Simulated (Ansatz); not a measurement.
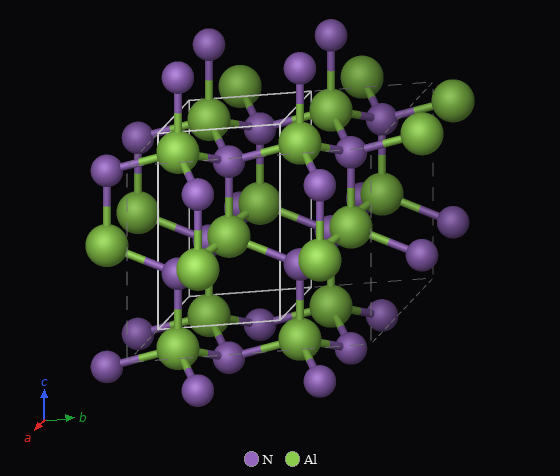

AlN (space group P6_3mc, No. 186). Coordinates: the input geometry of an electronic-structure calculation (not necessarily at equilibrium).

Bonds are taken as Al–N below 2.2 Å; no other contact counts. The graph is simplified in the usual way: terminal and isolated atoms are pruned, two-connected atoms become edges.

Q: What kind of net remains, and which atoms are its nodes?

A: A uninodal 4-connected, three-periodic net: N and Al are 4-connected nodes.

Q: Does the net have a name?

A: It is the lon net, known from lonsdaleite, wurtzite and tridymite.

Q: Is the net interpenetrated?

A: It is a single net, without interpenetration.

Q: Give the first four terms of the coordination sequence (nodes one, two, three … edges away).

A: N and Al: 4, 12, 25, 44.

The simplified net, drawn on the atoms' positions. Nodes are coloured by element. Short stubs are edges that leave the cut-out.

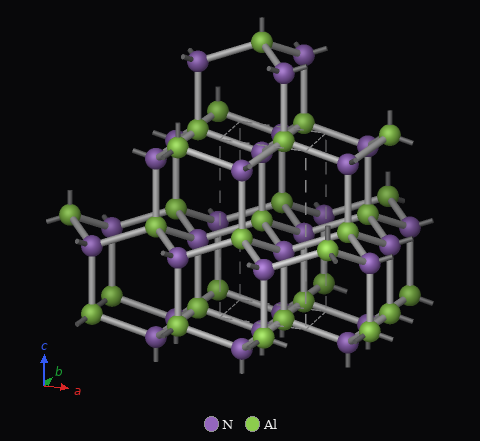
